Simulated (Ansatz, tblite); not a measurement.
# GaH2(NH2) (GaNH4): a ladder of methods and basis sets

How do method and basis change the picture of GaH2(NH2) (GaNH4) (singlet)?

Computed with Ansatz 0.2.0, Gaussian basis. Level: as each input shows.

The runs, in order: GFN1-xTB, GFN2-xTB, PBE-D4/def2-TZVP, r2SCAN-D4/def2-TZVP, CAM-B3LYP-D4/def2-TZVP, ωB97M-V/def2-TZVP, ωB97X-V/def2-TZVP, BHLYP-D4/def2-TZVP, PBE-QIDH/def2-TZVP, LC-ωPBE/def2-TZVP, HSE06-D4/def2-TZVP, PBE-D4/def2-SVP, PBE0-D4/def2-SVP, HF/STO-3G, PBE0-D4/def2-TZVPD, PBE-D4/def2-TZVPD, r2SCAN-D4/def2-TZVPD, CCSD(T)/def2-TZVPP, MP2/def2-TZVP, RPA/def2-TZVP, CCSD(T)/def2-TZVPD.

### 1 The structure

The singlet was relaxed beforehand with r2SCAN-D4/def2-TZVP.

6 atoms, charge 0, spin multiplicity 1.

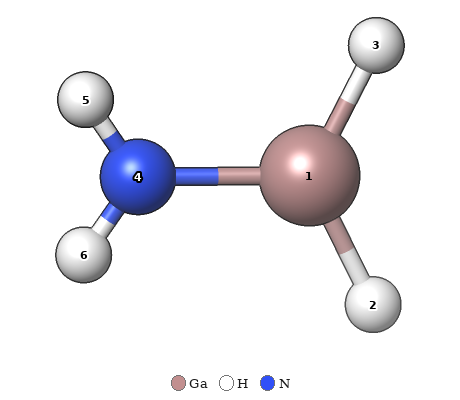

The structure; gallium pink, hydrogen white, nitrogen blue; atoms are numbered from 1 in the order of the file.

Geometry (Å):

```mol
GaH4N
  3D, bonds by distance, orders not assigned

  6  5  0  0  0  0  0  0  0  0999 V2000
    0.4319    0.7489    0.0079 Ga  0  0
    1.9006    0.6939    0.5129 H   0  0
   -0.3467    2.0003   -0.4852 H   0  0
   -0.4737   -0.8212   -0.0082 N   0  0
   -1.4279   -0.9202   -0.3146 H   0  0
   -0.0842   -1.7017    0.2872 H   0  0
  1  2  8  0
  1  3  8  0
  1  4  8  0
  4  5  8  0
  4  6  8  0
M  END
```

PBE0-D4/def2-TZVP was run before; its log isn't repeated, and its numbers join the tables.

### 2 GFN1-xTB

Tight binding, by tblite at 300 K electronic temperature and without a spin-polarisation term:

```python
tblite.interface.Calculator('GFN1-xTB', numbers, positions, charge=0, uhf=0).singlepoint()
```

Energy -181.7564 eV, HOMO -10.64 eV, LUMO -4.44 eV; 0.003 s.

### 3 GFN2-xTB

Tight binding, by tblite at 300 K electronic temperature and without a spin-polarisation term:

```python
tblite.interface.Calculator('GFN2-xTB', numbers, positions, charge=0, uhf=0).singlepoint()
```

Energy -166.9457 eV, HOMO -10.65 eV, LUMO -5.92 eV; 0.001 s.

### 4 PBE-D4/def2-TZVP

start.molden holds the orbitals of an earlier run on this state, given as this run's starting guess.

in.yaml reads:

```yaml
crystal:
  periodic: [false, false, false]
  atoms:
    - {symbol: Ga, position_ang: [0.431903, 0.748882, 0.007868]}
    - {symbol: H, position_ang: [1.900646, 0.693908, 0.512908]}
    - {symbol: H, position_ang: [-0.346740, 2.000277, -0.485150]}
    - {symbol: N, position_ang: [-0.473702, -0.821198, -0.008198]}
    - {symbol: H, position_ang: [-1.427926, -0.920201, -0.314608]}
    - {symbol: H, position_ang: [-0.084181, -1.701667, 0.287180]}
basis:
  gaussian: {orbitals: def2-TZVP, initial_orbitals: start.molden}
hamiltonian: {xc: pbe, dispersion: d4}
scf: {omitted_lower_state_checks: [starts]}
output: {orbitals: {seedname: orbitals}}
```

Started as:

```sh
$ ansatz run in.yaml --threads 4 --pin off --events-out ev --progress --plain --max-ram 3916MiB
```

The program printed:

```text
Functional definition: PBE
  name "PBE"
  cite "Perdew, Burke & Ernzerhof, Phys. Rev. Lett. 77, 3865 (1996) doi:10.1103/PhysRevLett.77.3865"
  parent pbe
  parameter kappa = 0.804
  parameter beta = 0.06672455060314922
  exchange = pbe_x(kappa = kappa, mu = beta*pi^2/3)
  correlation = pbe_c(beta = beta)
these checks for a lower state are left out or cut short: starts
699 factors; their error is unknown
mean field evaluation 1: about -53923.9690 eV, gradient 9.0e0 eV
mean field evaluation 2: about -53924.0548 eV, gradient 1.0e-1 eV
mean field evaluation 4: about -53924.0391 eV, gradient 1.9e-4 eV
mean field -53924.03911474 eV, -1981.6718864401 hartree, gradient 6.8e-6 eV, S^2 0.000000; 0 other end points of the search recorded, 0 dependent functions left out
reference -53924.03915121 eV, -1981.6718877804 hartree; 21, 21 occupied and 82, 82 virtual orbitals, 699 factors
Total energy: -53924.11369691 eV, -1981.6746272843 hartree
Checks for a lower state left out: starts
```

Wall time 0.5 s (4 threads of Arm Neoverse V2, shared host).

Report: HOMO -6.08 eV, LUMO -1.48 eV.

### 5 r2SCAN-D4/def2-TZVP

in.yaml: that of step 4 with these lines changed.

```diff
@@ -11,3 +11,3 @@
   gaussian: {orbitals: def2-TZVP, initial_orbitals: start.molden}
-hamiltonian: {xc: pbe, dispersion: d4}
+hamiltonian: {xc: r2scan, dispersion: d4}
 scf: {omitted_lower_state_checks: [starts]}
```

Launched as before.

The program printed:

```text
Functional definition: r2SCAN
  name "r2SCAN"
  cite "Furness, Kaplan, Ning, Perdew & Sun, J. Phys. Chem. Lett. 11, 8208 (2020) doi:10.1021/acs.jpclett.0c02405"
  cite "Furness, Kaplan, Ning, Perdew & Sun, J. Phys. Chem. Lett. 11, 9248 (2020) doi:10.1021/acs.jpclett.0c03077"
  parent r2scan
  parameter k0 = 0.174
  parameter k1 = 0.065
  parameter a1 = 4.9479
  exchange = r2scan_x(k0 = k0, k1 = k1, a1 = a1)
  correlation = r2scan_c
these checks for a lower state are left out or cut short: starts
699 factors; their error is unknown
mean field evaluation 1: about -53932.8301 eV, gradient 5.6e0 eV
mean field evaluation 2: about -53932.8555 eV, gradient 4.1e-2 eV
mean field evaluation 4: about -53932.8374 eV, gradient 6.0e-5 eV
mean field -53932.83740723 eV, -1981.9952177256 hartree, gradient 1.4e-5 eV, S^2 0.000000; 0 other end points of the search recorded, 0 dependent functions left out
reference -53932.83741816 eV, -1981.9952181271 hartree; 21, 21 occupied and 82, 82 virtual orbitals, 699 factors
Total energy: -53932.85399311 eV, -1981.9958272455 hartree
Checks for a lower state left out: starts
```

Run time: 1 s. Hardware: 4 threads of Arm Neoverse V2, shared host.

HOMO -6.33 eV, LUMO -1.18 eV.

### 6 CAM-B3LYP-D4/def2-TZVP

in.yaml: that of step 5 with these lines changed.

```diff
@@ -11,4 +11,4 @@
   gaussian: {orbitals: def2-TZVP, initial_orbitals: start.molden}
-hamiltonian: {xc: r2scan, dispersion: d4}
+hamiltonian: {xc: {name: CAM-B3LYP}, dispersion: d4}
 scf: {omitted_lower_state_checks: [starts]}
-output: {orbitals: {seedname: orbitals}}
+output: {forces: true, orbitals: {seedname: orbitals}}
```

Same command.

The program printed (excerpt; [...] marks lines left out):

```text
Functional definition: CAM-B3LYP
  name "CAM-B3LYP"
  cite "Yanai, Tew & Handy, Chem. Phys. Lett. 393, 51 (2004) doi:10.1016/j.cplett.2004.06.011"
  cite "Iikura, Tsuneda, Yanai & Hirao, J. Chem. Phys. 115, 3540 (2001) doi:10.1063/1.1383587"
  cite "Becke, Phys. Rev. A 38, 3098 (1988) doi:10.1103/PhysRevA.38.3098"
  cite "Lee, Yang & Parr, Phys. Rev. B 37, 785 (1988) doi:10.1103/PhysRevB.37.785"
  cite "Vosko, Wilk & Nusair, Can. J. Phys. 58, 1200 (1980) doi:10.1139/p80-159"
[...]
  # Exact exchange under (alpha + beta erf(omega r))/r, Becke's under what is left of 1/r.
[...]
734 factors; their error is unknown
210 factors; integrals over basis functions are off by at most 1.4e-5 eV
[...]
mean field -53936.60733173 eV, -1982.1337598955 hartree, gradient 1.3e-5 eV, S^2 0.000000; 0 other end points of the search recorded, 0 dependent functions left out
[...]
reference -53936.60744221 eV, -1982.1337639556 hartree; 21, 21 occupied and 82, 82 virtual orbitals, 734 factors
Total energy: -53936.67002841 eV, -1982.1360639561 hartree
Atom 0 at     0.431903     0.748882     0.007868 Å, force    -0.034278    -0.059884    -0.001118 eV/Å
Atom 1 at     1.900646     0.693908     0.512908 Å, force     0.002969     0.024119    -0.001978 eV/Å
Atom 2 at    -0.346740     2.000277    -0.485150 Å, force     0.019312     0.014527     0.002913 eV/Å
Atom 3 at    -0.473702    -0.821198    -0.008198 Å, force    -0.038727    -0.065795    -0.001487 eV/Å
Atom 4 at    -1.427926    -0.920201    -0.314608 Å, force     0.064275     0.020870     0.020259 eV/Å
Atom 5 at    -0.084181    -1.701667     0.287180 Å, force    -0.013552     0.066162    -0.018588 eV/Å
Dipole moment:    -0.096613    -0.167653    -0.001940 e Å
Checks for a lower state left out: starts
```

It took 0.8 s on 4 threads of Arm Neoverse V2, shared host.

From the report: HOMO -8.82 eV, LUMO 0.16 eV.

### 7 ωB97M-V/def2-TZVP

in.yaml: that of step 6 with these lines changed.

```diff
@@ -11,4 +11,4 @@
   gaussian: {orbitals: def2-TZVP, initial_orbitals: start.molden}
-hamiltonian: {xc: {name: CAM-B3LYP}, dispersion: d4}
+hamiltonian: {xc: {name: wB97M-V}}
 scf: {omitted_lower_state_checks: [starts]}
-output: {forces: true, orbitals: {seedname: orbitals}}
+output: {orbitals: {seedname: orbitals}}
```

Launched as before.

The program printed (excerpt; [...] marks lines left out):

```text
Functional definition: wB97M-V
  name "wB97M-V"
  cite "Mardirossian & Head-Gordon, J. Chem. Phys. 144, 214110 (2016) doi:10.1063/1.4952647"
  cite "Becke, J. Chem. Phys. 107, 8554 (1997) doi:10.1063/1.475007"
  cite "Vydrov & Van Voorhis, J. Chem. Phys. 133, 244103 (2010) doi:10.1063/1.3521275"
  # Of w^i u^j: cxij and so on, Table III.
[...]
  gx(w, u) = 1 - cx + cx01*u + cx10*w
  gss(w, u) = css00 + css04*u^4 + css10*w + css20*w^2 + css43*w^4*u^3
  gos(w, u) = cos00 + cos10*w + (cos20 + cos21*u)*w^2 + (cos60 + cos61*u)*w^6
[...]
      + integral(e_c_pw_mod_opposite_spin*gos(b97_w_opposite, b97_u_opposite)) + vv10(b, c)
[...]
734 factors; their error is unknown
195 factors; integrals over basis functions are off by at most 9.5e-6 eV
[...]
mean field -53930.28708679 eV, -1981.9014951779 hartree, gradient 1.1e-5 eV, S^2 0.000000; 0 other end points of the search recorded, 0 dependent functions left out
reference -53930.28713067 eV, -1981.9014967905 hartree; 21, 21 occupied and 82, 82 virtual orbitals, 734 factors
Total energy: -53930.28713067 eV, -1981.9014967905 hartree
Checks for a lower state left out: starts
```

Run time: 1.8 s. Hardware: 4 threads of Arm Neoverse V2, shared host.

Report: HOMO -9.76 eV, LUMO 0.97 eV.

### 8 ωB97X-V/def2-TZVP

in.yaml: that of step 7 with these lines changed.

```diff
@@ -11,3 +11,3 @@
   gaussian: {orbitals: def2-TZVP, initial_orbitals: start.molden}
-hamiltonian: {xc: {name: wB97M-V}}
+hamiltonian: {xc: {name: wB97X-V}}
 scf: {omitted_lower_state_checks: [starts]}
```

Same command.

The program printed:

```text
Functional definition: wB97X-V
  name "wB97X-V"
  cite "Mardirossian & Head-Gordon, Phys. Chem. Chem. Phys. 16, 9904 (2014) doi:10.1039/C3CP54374A"
  cite "Becke, J. Chem. Phys. 107, 8554 (1997) doi:10.1063/1.475007"
  cite "Vydrov & Van Voorhis, J. Chem. Phys. 133, 244103 (2010) doi:10.1063/1.3521275"
  parameter omega = 0.3/bohr
  parameter cx = 0.167
  parameter cx1 = 0.603
  parameter cx2 = 1.194
  parameter css0 = 0.556
  parameter css1 = -0.257
  parameter cos0 = 1.219
  parameter cos1 = -1.850
  parameter b = 6.0
  parameter c = 0.01
  exchange = spin_sum(e_x_unif_sr(omega)*poly(b97_u_x, 1 - cx, cx1, cx2)) + cx*exact_x_sr(omega) + exact_x_lr(omega)
  correlation = spin_sum(e_c_pw_same_spin*poly(b97_u_same, css0, css1))
      + integral(e_c_pw_opposite_spin*poly(b97_u_opposite, cos0, cos1)) + vv10(b, c)
these checks for a lower state are left out or cut short: starts
734 factors; their error is unknown
195 factors; integrals over basis functions are off by at most 9.5e-6 eV
mean field evaluation 1: about -53928.5620 eV, gradient 5.1e0 eV
mean field evaluation 2: about -53928.5887 eV, gradient 4.3e-2 eV
mean field evaluation 4: about -53928.7129 eV, gradient 1.1e-4 eV
mean field -53928.71291565 eV, -1981.8436454558 hartree, gradient 1.2e-5 eV, S^2 0.000000; 0 other end points of the search recorded, 0 dependent functions left out
reference -53928.71291385 eV, -1981.8436453894 hartree; 21, 21 occupied and 82, 82 virtual orbitals, 734 factors
Total energy: -53928.71291385 eV, -1981.8436453894 hartree
Checks for a lower state left out: starts
```

Wall time 1.6 s (4 threads of Arm Neoverse V2, shared host).

From the report: HOMO -9.85 eV, LUMO 1.19 eV.

### 9 BHLYP-D4/def2-TZVP

in.yaml: that of step 8 with these lines changed.

```diff
@@ -11,3 +11,3 @@
   gaussian: {orbitals: def2-TZVP, initial_orbitals: start.molden}
-hamiltonian: {xc: {name: wB97X-V}}
+hamiltonian: {xc: {name: BHLYP}, dispersion: d4}
 scf: {omitted_lower_state_checks: [starts]}
```

Launched as before.

The program printed:

```text
Functional definition: BHLYP
  name "BHLYP"
  cite "Becke, J. Chem. Phys. 98, 1372 (1993) doi:10.1063/1.464304"
  cite "Becke, Phys. Rev. A 38, 3098 (1988) doi:10.1103/PhysRevA.38.3098"
  cite "Lee, Yang & Parr, Phys. Rev. B 37, 785 (1988) doi:10.1103/PhysRevB.37.785"
  parameter a = 0.5
  exchange = (1 - a)*b88_x + a*exact_x
  correlation = lyp_c
these checks for a lower state are left out or cut short: starts
798 factors; their error is unknown
mean field evaluation 1: about -53931.9165 eV, gradient 7.7e0 eV
mean field evaluation 2: about -53931.9757 eV, gradient 1.1e-1 eV
mean field evaluation 4: about -53932.3735 eV, gradient 4.3e-4 eV
mean field -53932.37346082 eV, -1981.9781680094 hartree, gradient 1.2e-5 eV, S^2 0.000000; 0 other end points of the search recorded, 0 dependent functions left out
reference -53932.37361438 eV, -1981.9781736527 hartree; 21, 21 occupied and 82, 82 virtual orbitals, 798 factors
Total energy: -53932.46916609 eV, -1981.9816851132 hartree
Checks for a lower state left out: starts
```

Wall time 0.55 s (4 threads of Arm Neoverse V2, shared host).

HOMO -8.63 eV, LUMO 0.00 eV.

### 10 PBE-QIDH/def2-TZVP

in.yaml: that of step 9 with these lines changed.

```diff
@@ -11,4 +11,3 @@
   gaussian: {orbitals: def2-TZVP, initial_orbitals: start.molden}
-hamiltonian: {xc: {name: BHLYP}, dispersion: d4}
+hamiltonian: {xc: {name: PBE-QIDH}}
 scf: {omitted_lower_state_checks: [starts]}
-output: {orbitals: {seedname: orbitals}}
```

The command is unchanged.

The program printed (excerpt; [...] marks lines left out):

```text
Functional definition: PBE-QIDH
  name "PBE-QIDH"
  cite "Brémond, Sancho-García, Pérez-Jiménez & Adamo, J. Chem. Phys. 141, 031101 (2014) doi:10.1063/1.4890314"
  cite "Perdew, Burke & Ernzerhof, Phys. Rev. Lett. 77, 3865 (1996) doi:10.1103/PhysRevLett.77.3865"
[...]
718 factors; integrals over basis functions are off by at most 1.2e-3 eV
[...]
mean field -53911.24656685 eV, -1981.2017689765 hartree, gradient 1.4e-6 eV, S^2 0.000000; 0 other end points of the search recorded, 0 dependent functions left out
10 core orbitals not correlated: weight in the atoms' cores, before any rotation towards them, 1.000 or more for the frozen orbitals, at most 0.000 for the correlated occupied ones
reference -53911.24657814 eV, -1981.2017693912 hartree; 11, 11 occupied and 82, 82 virtual orbitals, 718 factors
second order -13.71795105 eV of doubles, -0.00000000 eV of singles
Total energy: -53915.81922849 eV, -1981.3698111920 hartree
Checks for a lower state left out: starts
```

It took 0.9 s on 4 threads of Arm Neoverse V2, shared host.

### 11 LC-ωPBE/def2-TZVP

in.yaml: that of step 10 with these lines changed.

```diff
@@ -11,3 +11,4 @@
   gaussian: {orbitals: def2-TZVP, initial_orbitals: start.molden}
-hamiltonian: {xc: {name: PBE-QIDH}}
+hamiltonian: {xc: {name: LC-wPBE}}
 scf: {omitted_lower_state_checks: [starts]}
+output: {orbitals: {seedname: orbitals}}
```

Launched as before.

The program printed (excerpt; [...] marks lines left out):

```text
Functional definition: LC-wPBE
  name "LC-wPBE"
  cite "Vydrov & Scuseria, J. Chem. Phys. 125, 234109 (2006) doi:10.1063/1.2409292"
  cite "Heyd & Scuseria, J. Chem. Phys. 120, 7274 (2004) doi:10.1063/1.1668634"
  cite "Ernzerhof & Perdew, J. Chem. Phys. 109, 3313 (1998) doi:10.1063/1.476928"
  cite "Perdew, Burke & Ernzerhof, Phys. Rev. Lett. 77, 3865 (1996) doi:10.1103/PhysRevLett.77.3865"
  parent pbe
[...]
699 factors; their error is unknown
237 factors; integrals over basis functions are off by at most 1.6e-5 eV
[...]
mean field -53926.45808127 eV, -1981.7607818204 hartree, gradient 1.1e-5 eV, S^2 0.000000; 0 other end points of the search recorded, 0 dependent functions left out
reference -53926.45808127 eV, -1981.7607818206 hartree; 21, 21 occupied and 82, 82 virtual orbitals, 699 factors
Total energy: -53926.45808127 eV, -1981.7607818206 hartree
Checks for a lower state left out: starts
```

Run time: 0.6 s. Hardware: 4 threads of Arm Neoverse V2, shared host.

Report: HOMO -10.25 eV, LUMO 1.32 eV.

### 12 HSE06-D4/def2-TZVP

in.yaml: that of step 11 with these lines changed.

```diff
@@ -11,3 +11,3 @@
   gaussian: {orbitals: def2-TZVP, initial_orbitals: start.molden}
-hamiltonian: {xc: {name: LC-wPBE}}
+hamiltonian: {xc: hse06, dispersion: d4}
 scf: {omitted_lower_state_checks: [starts]}
```

The command is unchanged.

The program printed (excerpt; [...] marks lines left out):

```text
Functional definition: HSE06
  name "HSE06"
  cite "Heyd, Scuseria & Ernzerhof, J. Chem. Phys. 118, 8207 (2003) doi:10.1063/1.1564060"
  cite "Krukau, Vydrov, Izmaylov & Scuseria, J. Chem. Phys. 125, 224106 (2006) doi:10.1063/1.2404663"
  cite "Heyd & Scuseria, J. Chem. Phys. 120, 7274 (2004) doi:10.1063/1.1668634"
  cite "Ernzerhof & Perdew, J. Chem. Phys. 109, 3313 (1998) doi:10.1063/1.476928"
  cite "Perdew, Burke & Ernzerhof, Phys. Rev. Lett. 77, 3865 (1996) doi:10.1103/PhysRevLett.77.3865"
  parent pbe
[...]
  # The whole range is PBE's own exchange, as in plane waves. The composition of these papers is wPBEh.
[...]
744 factors; their error is unknown
62 factors; integrals over basis functions are off by at most 6.1e-7 eV
[...]
mean field -53925.16359013 eV, -1981.7132101487 hartree, gradient 6.4e-5 eV, S^2 0.000000; 0 other end points of the search recorded, 0 dependent functions left out
reference -53925.16362676 eV, -1981.7132114948 hartree; 21, 21 occupied and 82, 82 virtual orbitals, 744 factors
Total energy: -53925.22128705 eV, -1981.7153304713 hartree
Checks for a lower state left out: starts
```

Run time: 0.6 s. Hardware: 4 threads of Arm Neoverse V2, shared host.

From the report: HOMO -6.97 eV, LUMO -1.08 eV.

### 13 PBE-D4/def2-SVP

in.yaml: that of step 12 with these lines changed.

```diff
@@ -10,4 +10,4 @@
 basis:
-  gaussian: {orbitals: def2-TZVP, initial_orbitals: start.molden}
-hamiltonian: {xc: hse06, dispersion: d4}
+  gaussian: {orbitals: def2-SVP, initial_orbitals: start.molden}
+hamiltonian: {xc: pbe, dispersion: d4}
 scf: {omitted_lower_state_checks: [starts]}
```

Launched as before.

The program printed:

```text
Functional definition: PBE
  name "PBE"
  cite "Perdew, Burke & Ernzerhof, Phys. Rev. Lett. 77, 3865 (1996) doi:10.1103/PhysRevLett.77.3865"
  parent pbe
  parameter kappa = 0.804
  parameter beta = 0.06672455060314922
  exchange = pbe_x(kappa = kappa, mu = beta*pi^2/3)
  correlation = pbe_c(beta = beta)
these checks for a lower state are left out or cut short: starts
759 factors; their error is unknown
mean field evaluation 1: about -53915.2439 eV, gradient 7.6e0 eV
mean field evaluation 2: about -53915.4204 eV, gradient 1.8e-1 eV
mean field evaluation 4: about -53915.3879 eV, gradient 1.3e-4 eV
mean field -53915.38787808 eV, -1981.3539593568 hartree, gradient 7.3e-6 eV, S^2 0.000000; 0 other end points of the search recorded, 0 dependent functions left out
reference -53915.38791453 eV, -1981.3539606966 hartree; 21, 21 occupied and 45, 45 virtual orbitals, 759 factors
Total energy: -53915.46246023 eV, -1981.3567002005 hartree
Checks for a lower state left out: starts
```

It took 0.3 s on 4 threads of Arm Neoverse V2, shared host.

From the report: HOMO -5.93 eV, LUMO -1.34 eV.

### 14 PBE0-D4/def2-SVP

in.yaml: that of step 13 with these lines changed.

```diff
@@ -11,3 +11,3 @@
   gaussian: {orbitals: def2-SVP, initial_orbitals: start.molden}
-hamiltonian: {xc: pbe, dispersion: d4}
+hamiltonian: {xc: pbe0, dispersion: d4}
 scf: {omitted_lower_state_checks: [starts]}
```

The command is unchanged.

The program printed:

```text
Functional definition: PBE0
  name "PBE0"
  cite "Adamo & Barone, J. Chem. Phys. 110, 6158 (1999) doi:10.1063/1.478522"
  cite "Perdew, Burke & Ernzerhof, Phys. Rev. Lett. 77, 3865 (1996) doi:10.1103/PhysRevLett.77.3865"
  parent pbe
  parameter a = 0.25
  parameter kappa = 0.804
  parameter beta = 0.06672455060314922
  exchange = (1 - a)*pbe_x(kappa = kappa, mu = beta*pi^2/3) + a*exact_x
  correlation = pbe_c(beta = beta)
these checks for a lower state are left out or cut short: starts
675 factors; integrals over basis functions are off by at most 1.0e-3 eV
mean field evaluation 1: about -53916.5680 eV, gradient 4.8e0 eV
mean field evaluation 2: about -53916.6346 eV, gradient 5.6e-2 eV
mean field evaluation 4: about -53916.6935 eV, gradient 5.2e-4 eV
mean field -53916.69348502 eV, -1981.4019395269 hartree, gradient 2.1e-5 eV, S^2 0.000000; 0 other end points of the search recorded, 0 dependent functions left out
reference -53916.69351169 eV, -1981.4019405071 hartree; 21, 21 occupied and 45, 45 virtual orbitals, 675 factors
Total energy: -53916.75541783 eV, -1981.4042155158 hartree
Checks for a lower state left out: starts
```

Wall time 0.45 s (4 threads of Arm Neoverse V2, shared host).

From the report: HOMO -7.25 eV, LUMO -0.56 eV.

### 15 HF/STO-3G

in.yaml: that of step 14 with these lines changed.

```diff
@@ -10,4 +10,4 @@
 basis:
-  gaussian: {orbitals: def2-SVP, initial_orbitals: start.molden}
-hamiltonian: {xc: pbe0, dispersion: d4}
+  gaussian: {orbitals: STO-3G}
+hamiltonian: {xc: hf}
 scf: {omitted_lower_state_checks: [starts]}
```

The command is unchanged.

The program printed:

```text
Functional definition: HF
  name "HF"
  cite "Fock, Z. Phys. 61, 126 (1930) doi:10.1007/BF01340294"
  parent pbe
  exchange = exact_x
  correlation = 0
these checks for a lower state are left out or cut short: starts
300 factors; integrals over basis functions are off by at most 5.4e-5 eV
mean field evaluation 1: about -53250.3013 eV, gradient 1.6e1 eV
mean field evaluation 2: about -53250.3345 eV, gradient 1.6e1 eV
mean field evaluation 4: about -53251.3335 eV, gradient 1.6e0 eV
mean field evaluation 8: about -53251.3525 eV, gradient 8.6e-3 eV
mean field -53251.35212287 eV, -1956.9510954526 hartree, gradient 1.9e-5 eV, S^2 0.000000; 0 other end points of the search recorded, 0 dependent functions left out
reference -53251.35212287 eV, -1956.9510954526 hartree; 21, 21 occupied and 6, 6 virtual orbitals, 300 factors
Total energy: -53251.35212287 eV, -1956.9510954526 hartree
Checks for a lower state left out: starts
```

It took 0.1 s on 4 threads of Arm Neoverse V2, shared host.

Report: HOMO -7.07 eV, LUMO 6.00 eV.

[end of part 1 of 2]
